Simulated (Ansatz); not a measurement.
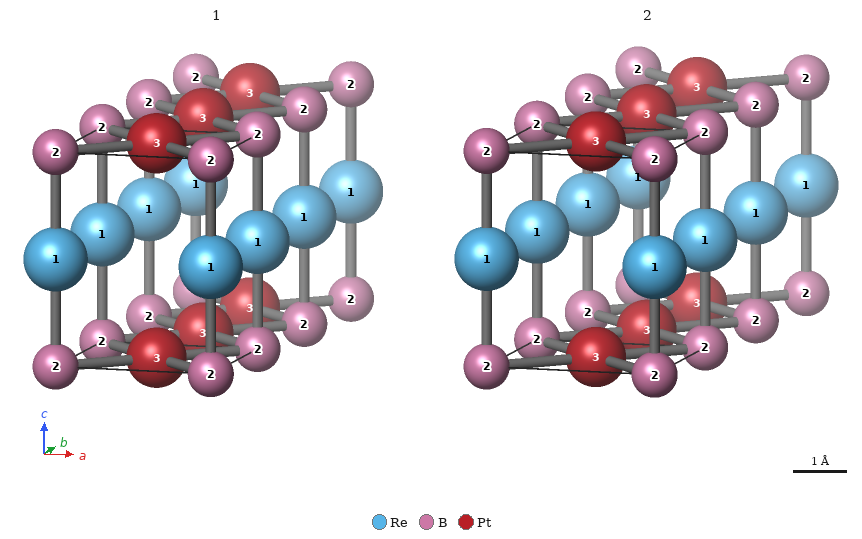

Two geometries of solid ReBPt (a generated structure, set up in P4/mmm) (coarse preliminary run), drawn at one scale. One is the start of a relaxation, the other its converged end. Style: ball-and-stick. Shown: the cell of the calculation, repeated 1 × 3 × 1 with one cell outlined, from a free direction.

Method: Ansatz 0.2.0, DFT PBE, scalar-relativistic, plane waves, PAW. (plane-wave cutoff 420 eV; k-point mesh 6 × 6 × 4; occupations gaussian; smearing width 0.1 eV; no spin polarisation; cell and atoms relaxed; force threshold 0.04 eV/Å; at most 70 steps)

Q: Which of the two is the end point?

A: Structure 1 is the relaxed one. The atoms keep their places relative to the cell (all moves are under 0.005 Å). Cell: a = b 3.337 → 3.083 Å (−7.6 %), c 4.155 → 4.134 Å (−0.5 %). Volume −15.1 %. Some distances before and after: B2–Pt3 2.360 → 2.180 Å, Re1–B2 2.078 → 2.067 Å. The space group stays P4/mmm (No. 123). The energy falls by 277 meV per atom in 4 accepted moves (5 points after the start). All forces vanish by symmetry, so only the cell relaxes. The pressure goes from −26.05 to −0.03 GPa. The SCF was repeated once at an unchanged geometry on a basis and grid sized afresh for the cell, which shifted the energy by 1.4 meV per atom at most. The run took 12 s on 1 thread of Arm Neoverse V1, with other jobs on the host, peak memory 0.34 GiB.

Limits of the set-up: the k-point mesh is coarse for a cell with partly filled bands.
